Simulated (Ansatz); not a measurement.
# Si$_{7}$Ta (quartet): what the fields show

```json
{"atom": "Ta", "x (Å)": "-1.8024", "y (Å)": "1.6493", "z (Å)": "-0.9215"}
{"atom": "Si", "x (Å)": "-0.0985", "y (Å)": "1.1821", "z (Å)": "-2.6363"}
{"atom": "Si", "x (Å)": "1.2852", "y (Å)": "-0.1521", "z (Å)": "1.0119"}
{"atom": "Si", "x (Å)": "1.6963", "y (Å)": "-2.2273", "z (Å)": "1.9569"}
{"atom": "Si", "x (Å)": "0.6463", "y (Å)": "1.8425", "z (Å)": "-0.1476"}
{"atom": "Si", "x (Å)": "-0.2198", "y (Å)": "-0.5006", "z (Å)": "-1.0207"}
{"atom": "Si", "x (Å)": "-0.3610", "y (Å)": "-2.1463", "z (Å)": "0.6415"}
{"atom": "Si", "x (Å)": "-1.1462", "y (Å)": "0.3524", "z (Å)": "1.1158"}
```

Geometry: PBE-D4/def2-SVP; ⟨S²⟩ = 3.82, above the pure value of 3.75; core potentials replace the inner electrons of Ta.

The calculation used UKS PBE0-D4/def2-TZVP in Ansatz 0.2.0.

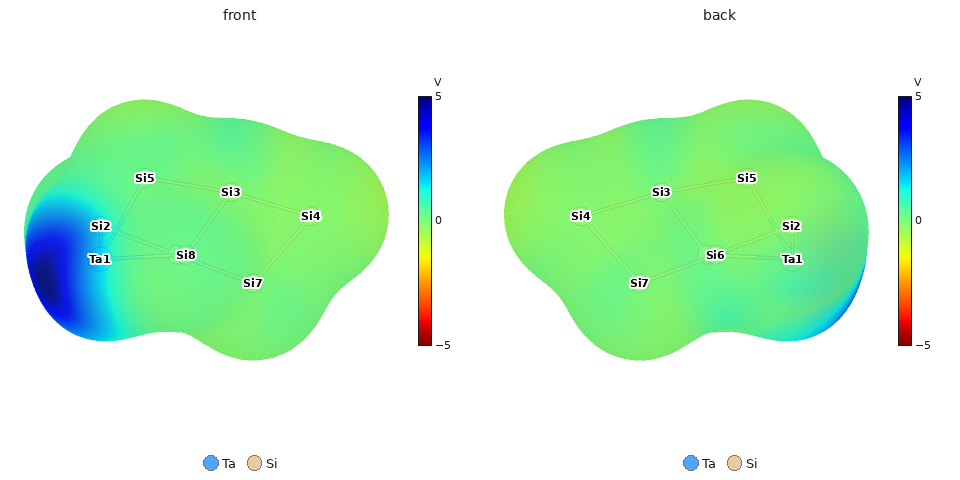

Figure 1. The molecular electrostatic potential painted on the density surface at 0.002 e/bohr³, seen from the front and from behind; the colour scale runs from red (negative) to blue (positive).

Where is the surface potential most negative and most positive?

Answer. The most negative region (about −0.5 V, or −12 kcal/mol for a unit charge) lies over Si4, the most positive (about +4.8 V, or +111 kcal/mol for a unit charge) over Ta1.

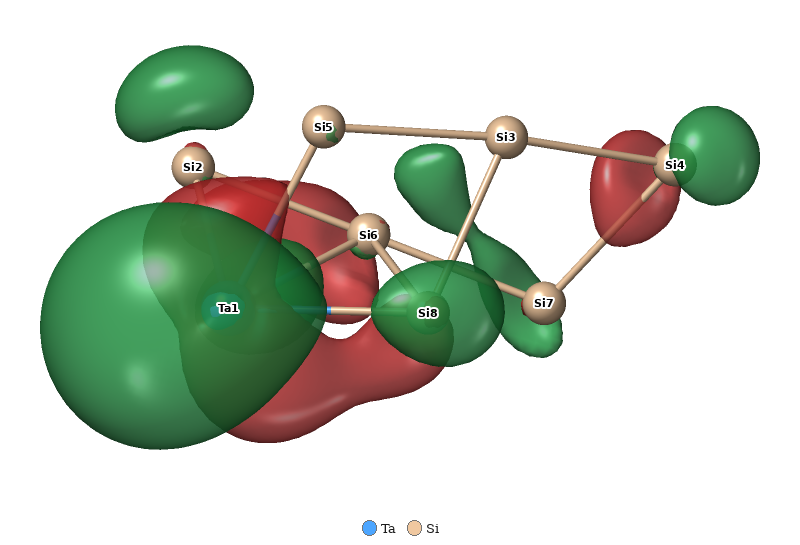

Figure 2. One frontier orbital at ±0.08 Å⁻³ᐟ² (green and red are the two phases), seen at a tilt.

Which orbital is it: HOMO (α) or LUMO (α)?

Answer. The LUMO (α), at −2.98 eV. Its weight (Hirshfeld) is mainly on Ta1 (about 65 %), Si2 (about 10 %), Si8 (about 10 %) and Si6 (about 5 %).

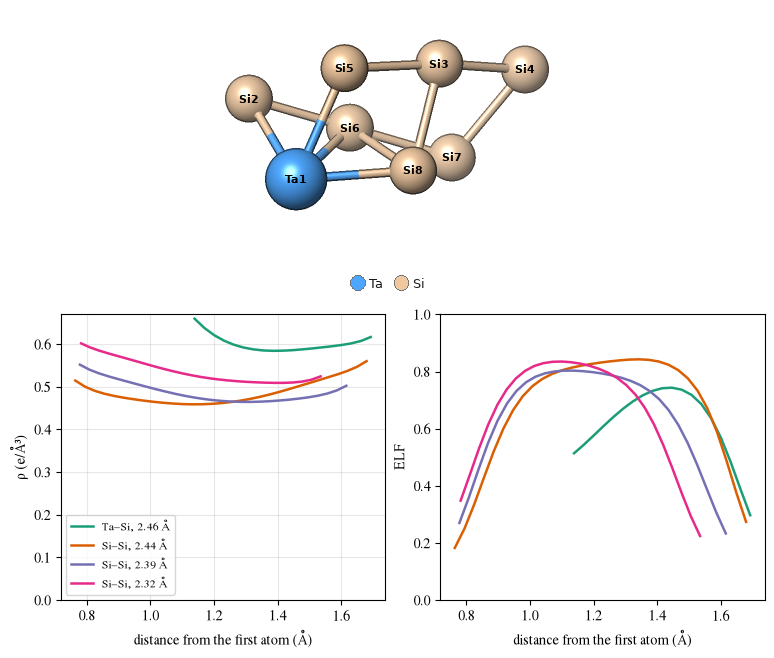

Figure 3. Electron density and electron localisation function along straight lines between neighbouring atoms. The curves leave out the atomic cores. The structure is drawn too.

What can be read from the curves?

Answer. Ta–Si (2.46 Å): the density is about 0.61 e/Å³ at the midpoint; the ELF peaks at about 0.75 in the valence shell of Si, 1.0 Å from its nucleus, and is about 0.60 at the midpoint.
Si–Si (2.44 Å): the density is about 0.46 e/Å³ at the midpoint; the ELF peaks at about 0.85 between the atoms, as expected for a covalent bond.
Si–Si (2.39 Å): the density is about 0.47 e/Å³ at the midpoint; the ELF peaks at about 0.80 between the atoms, as expected for localised, covalent bonding.
Si–Si (2.32 Å): ρ is about 0.52 e/Å³ halfway; the ELF peaks at about 0.85 between the atoms (localised, covalent bonding).

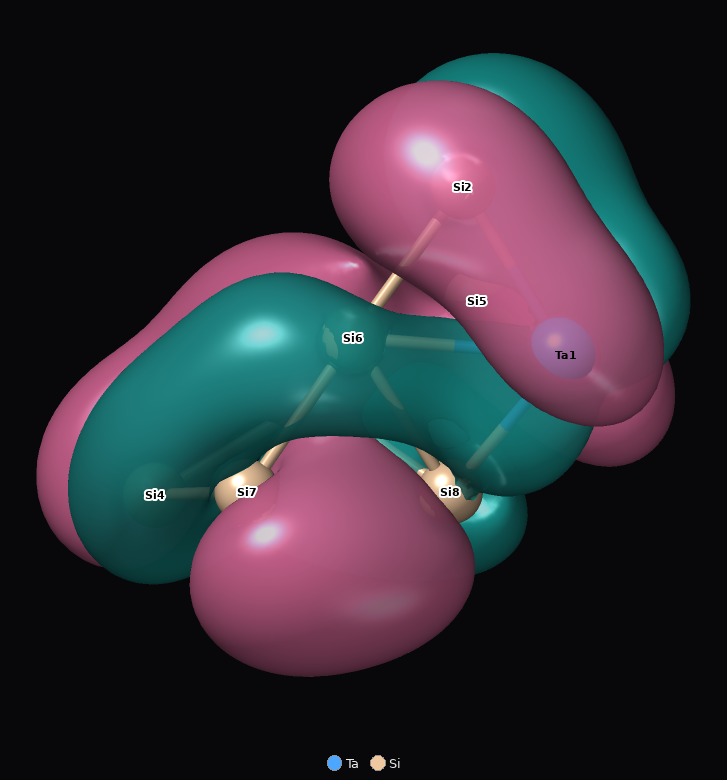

Figure 4. The LUMO (β) at ±0.04 Å⁻³ᐟ² (teal and pink are the two phases), seen at an oblique angle.

Describe this orbital and give its energy.

Answer. Its weight (Hirshfeld) is mainly on Ta1 (about 20 %), Si7 (about 20 %), Si2 (about 15 %), Si3 (about 15 %), Si8 (about 10 %) and Si6 (about 10 %). Its energy is −3.28 eV.
